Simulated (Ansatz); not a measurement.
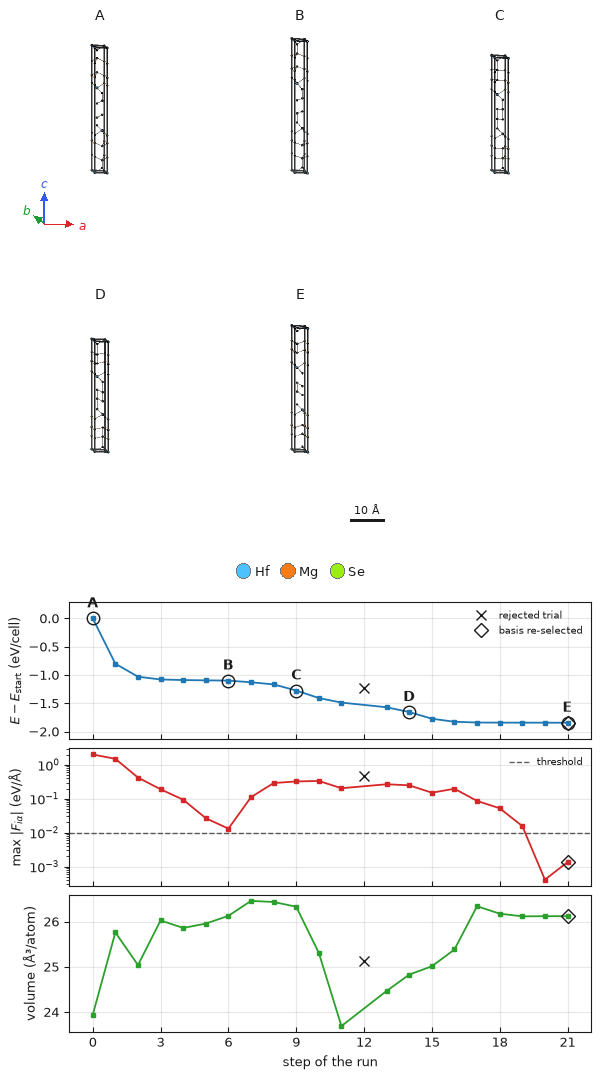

Frames of a relaxation of solid HfMg₂Se₄ (built on the MgIn2Se4-166 type type), marked on the history of the run. Style: ball-and-stick. Shown: the conventional cell (3 times the calculation's cell), slightly off an axis. Lengths and directions refer to the drawn axes.

Method: DFT, PBEsol, plane waves, PAW in Ansatz.

The input:
```yaml
crystal:
  lattice:
    - [1.94298555, 1.12178323, 12.81479373]
    - [-1.94298555, 1.12178323, 12.81479373]
    - [0.0, -2.24356646, 12.81479373]
  atoms:
    - { symbol: Hf, position: [0.0, 0.0, 0.0] }
    - { symbol: Mg, position: [0.76199211, 0.76199211, 0.76199211] }
    - { symbol: Mg, position: [0.23800789, 0.23800789, 0.23800789] }
    - { symbol: Se, position: [0.8748172, 0.8748172, 0.8748172] }
    - { symbol: Se, position: [0.70011359, 0.70011359, 0.70011359] }
    - { symbol: Se, position: [0.1251828, 0.1251828, 0.1251828] }
    - { symbol: Se, position: [0.29988641, 0.29988641, 0.29988641] }
kpoints:
  mp_grid: { grid: [6, 6, 6] }
hamiltonian:
  xc: pbesol
scf:
  occupations: { method: fermi_dirac, width: 0.03 }
relax:
  f_tol: 0.01
  cell: {}
  max_steps: 120
```

Command:
```bash
ansatz run input.yaml --threads 4 --pin off --max-ram 4608MiB --backend cpu --events-out ev --progress --plain --runs-dir out
```

What happens along the run?

Answer. The energy falls by 1.844 eV per cell of the calculation in 19 accepted moves (21 points after the start). Largest force component: 2 eV/Å at the start, 0.0013 eV/Å at the end. Pressure: 7.15 GPa at the start and 0.00 GPa at the end. The line search rejected the trial step at point 12 of the run. The SCF was repeated once at an unchanged geometry on a basis and grid sized afresh for the cell, which shifted the energy by 1.6 meV per cell of the calculation at most. The largest moves relative to the cell, 1.70 Å, are those of Mg2 and Mg3. Mg3 goes along −c. Largest moves by element: Mg 1.70 Å, Se 0.15 Å. Hf stays in place. Cell: a = b 3.886 → 4.082 Å (+5.1 %), c 38.444 → 38.003 Å (−1.1 %). Volume +9.1 %. Among the contacts that change: Mg2–Se4 4.337 → 2.735 Å, Mg2–Se5 2.379 → 3.937 Å, Hf1–Se5 2.586 → 2.734 Å, Mg2–Se6 2.520 → 2.463 Å. New bonds form, among them: Mg2–Se4 (4.34 → 2.73 Å), Mg3–Se6 (4.34 → 2.73 Å). Bonds break, among them: Mg2–Se5 (2.38 → 3.94 Å), Mg3–Se7 (2.38 → 3.94 Å). Bond angles that change, for instance: Mg2–Se6–Mg2 100.9° → 112.0°, Se6–Mg2–Se6 100.9° → 112.0°. The space group stays R-3m (No. 166). The run took 2.1 min on 4 threads of Arm Neoverse V1, on a shared host, peak memory 0.78 GiB. From step 0 to 6: Mg atoms move most (0.45 Å), volume +9.1 %, energy −1.099 eV per cell of the calculation. From step 6 to 9: Mg atoms move most (0.50 Å), volume +0.8 %, energy −0.175 eV per cell of the calculation. From step 9 to 14: Mg atoms move most (0.39 Å), volume −5.7 %, energy −0.381 eV per cell of the calculation. From step 14 to 21: Mg atoms move most (0.30 Å), volume +5.2 %, energy −0.189 eV per cell of the calculation.

```
step  E − E(0), meV/atom  largest force component, eV/Å  pressure, GPa  volume, Å³/atom                      note
   0                0.00                         2.0288           7.15           23.941                          
   1             -114.29                         1.5083          -0.47           25.760                          
   2             -147.11                         0.4223           0.12           25.039                          
   3             -154.06                         0.1906           0.09           26.024                          
   4             -155.53                         0.0937           0.16           25.859                          
   5             -156.29                         0.0267           0.13           25.955                          
   6             -156.94                         0.0131           0.01           26.127                          
   7             -161.17                         0.1115          -0.50           26.457                          
   8             -166.48                         0.2911          -1.08           26.433                          
   9             -181.94                         0.3246          -2.06           26.328                          
  10             -200.96                         0.3354          -1.12           25.307                          
  11             -212.46                         0.2045           2.16           23.690                          
  12             -176.71                         0.4645          -3.12           25.127                  rejected
  13             -224.21                         0.2682           0.17           24.467                          
  14             -236.36                         0.2488          -0.29           24.828                          
  15             -253.15                         0.1513          -0.01           25.012                          
  16             -260.88                         0.1973           0.32           25.383                          
  17             -262.76                         0.0862           0.09           26.340                          
  18             -263.05                         0.0525          -0.13           26.175                          
  19             -263.15                         0.0156           0.04           26.115                          
  20             -263.16                         0.0004           0.00           26.119                          
  21             -263.39                         0.0013           0.00           26.119  same geometry, new basis
```
